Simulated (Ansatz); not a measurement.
# Calculations on Si2H6

Part 1: Relaxation

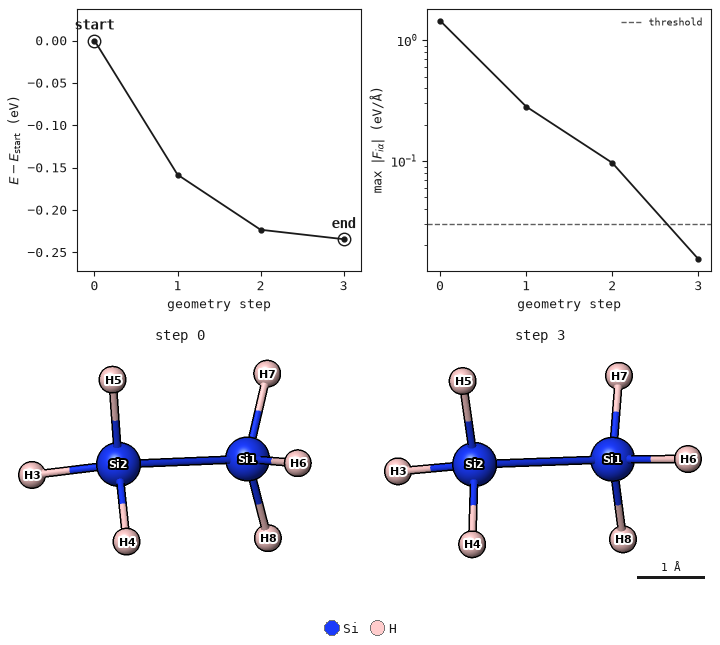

First and last geometry of a relaxation of Si$_{2}$H$_{6}$, with the history of the run. A ball-and-stick model, seen at a tilt.

The run prepares an end point of a later path (reaction) calculation, from a guessed geometry.

Computed with Ansatz 0.2.0, RKS PBE/def2-SVP.

Input
```yaml
crystal:
  periodic: [false, false, false]
  atoms:
    - { symbol: Si, position_ang: [0.253302, 0.003667, 0.014418] }
    - { symbol: Si, position_ang: [0.960198, -0.0198, 2.144127] }
    - { symbol: H, position_ang: [-0.030421, -0.323148, 3.238398] }
    - { symbol: H, position_ang: [2.06272, -1.043743, 2.219016] }
    - { symbol: H, position_ang: [1.567794, 1.329324, 2.427732] }
    - { symbol: H, position_ang: [1.644025, 0.124599, -0.445155] }
    - { symbol: H, position_ang: [-0.558893, 1.192065, -0.41402] }
    - { symbol: H, position_ang: [-0.376525, -1.262964, -0.490617] }
basis:
  gaussian: { orbitals: def2-SVP }
hamiltonian:
  xc: pbe
relax:
  f_tol: 0.03
  max_steps: 50
output:
  orbitals: {}
```

Launched with:
```bash
ansatz run input.yaml --threads 1 --pin off --max-ram 2048MiB --backend cpu --events-out ev --progress --plain --runs-dir out
```

Did the run converge, and what did it change?

It converged. The atom that moves furthest after the best rigid fit is H6 (0.49 Å). By element the largest moves are H 0.49 Å, Si 0.11 Å. Among the contacts that change: Si1–Si2 2.244 → 2.355 Å, Si1–H6 1.470 → 1.505 Å. Bond angles that change, for instance: Si2–Si1–H6 90.0° → 109.6°, Si1–Si2–H3 119.0° → 111.0°, Si2–Si1–H7 116.7° → 110.6°. Over 3 geometry steps the energy falls by 0.235 eV. The largest force component goes from 1.5 to 0.015 eV/Å.

| step | E − E(0), eV | largest force component, eV/Å |
| --- | --- | --- |
| 0 | 0.0000 | 1.4553 |
| 1 | -0.1584 | 0.2830 |
| 2 | -0.2234 | 0.0967 |
| 3 | -0.2346 | 0.0154 |

Part 2: Relaxation

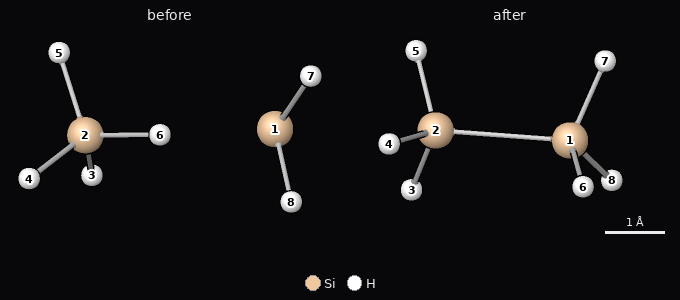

The structure of Si₂H₆ before (left) and after (right) a relaxation, at one scale.

A ball-and-stick model, seen face on.

The run prepares an end point of a later path (reaction) calculation, from a guessed geometry.

Method: RKS PBE/def2-SVP in Ansatz 0.2.0. Settings: no spin polarisation; force threshold 0.03 eV/Å; at most 50 steps.

### Describe what moved and what it gained.

The largest move after the best rigid fit is that of H6, 1.80 Å. By element the largest moves are H 1.80 Å, Si 1.38 Å. Among the contacts that change: Si2–H6 1.481 → 3.213 Å, Si1–H6 2.651 → 1.506 Å, Si1–Si2 3.422 → 2.365 Å, Si1–H7 1.548 → 1.506 Å. New bonds form, among them: Si1–H6 (2.65 → 1.51 Å), Si1–Si2 (3.42 → 2.36 Å). Bonds break, among them: Si2–H6 (1.48 → 3.21 Å). Among the angles between lasting bonds that change: H7–Si1–H8 90.8° → 108.5°, H3–Si2–H5 110.9° → 108.5°. After 14 geometry steps the energy has fallen by 229.1 kJ/mol. Largest force component: 0.74 eV/Å at the start, 0.014 eV/Å at the end.

Limits of the set-up: the start holds two separate molecules, 2.7 Å apart at their closest, whose relative position is a soft coordinate and is computed without a dispersion correction.

Part 3: Path

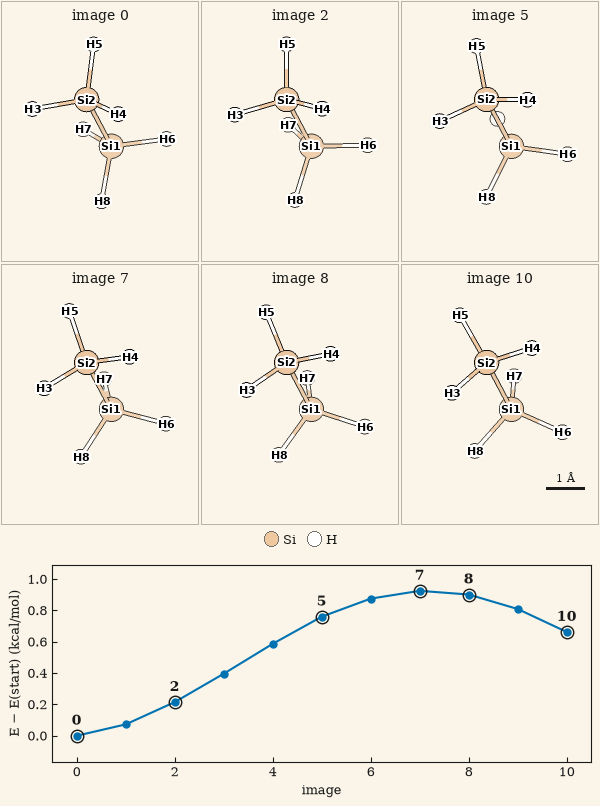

A search for the minimum-energy path of Si$_{2}$H$_{6}$ by the nudged elastic band. Images are numbered from 0 (start) to 10 (end). A ball-and-stick model, seen from a free direction.

Level of theory: Ansatz, RKS PBE/def2-SVP. Set-up: 9 movable images; climbing image; force threshold 0.05 eV/Å; iteration limit 60; starting path through a guess of the saddle point.

Describe the mechanism and the energy profile.

Answer. Forward barrier 0.92 kcal/mol, backward barrier 0.26 kcal/mol, with image 7 at the top; the reaction energy is +0.66 kcal/mol. No bond forms or breaks between the ends. The band is converged. At the top, the vibrational analysis gives one imaginary mode (131i cm⁻¹), as a transition state must have.

Cost: 100 s on 1 thread of AMD EPYC 7R43 64-Core Processor (Zen 3), with other jobs on the host, peak memory 0.13 GiB.
